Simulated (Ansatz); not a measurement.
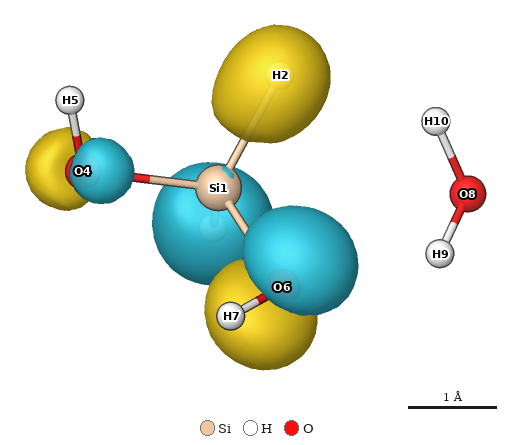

*H4O2Si···H2O. The HOMO−1 at ±0.2 Å⁻³ᐟ² (yellow and cyan are the two phases), seen at an oblique angle.*

Not at a stationary point (largest force 0.7 eV/Å).

Computed with RKS LDA/6-31G* in Ansatz 0.2.0.

```yaml
atoms:
  - { symbol: Si, position_ang: [-0.0599, 0.0347, -0.1405] }
  - { symbol: H, position_ang: [0.0721, 0.3102, 1.3065] }
  - { symbol: H, position_ang: [1.2038, 0.2349, -0.8972] }
  - { symbol: O, position_ang: [-1.2026, 1.0702, -0.7557] }
  - { symbol: H, position_ang: [-1.7406, 1.5312, -0.0825] }
  - { symbol: O, position_ang: [-0.6476, -1.5185, -0.3440] }
  - { symbol: H, position_ang: [-1.5337, -1.5367, -0.7607] }
  - { symbol: O, position_ang: [1.3212, -1.9480, 1.4099] }
  - { symbol: H, position_ang: [0.6132, -2.3600, 0.8579] }
  - { symbol: H, position_ang: [0.8020, -1.2872, 1.9417] }
```

> Where does this orbital lie, and at what energy?

Its weight (Hirshfeld) is mainly on O6 (about 40 %), Si1 (about 20 %), H3 (about 15 %), H2 (about 10 %) and O4 (about 10 %). Its energy is −7.17 eV.
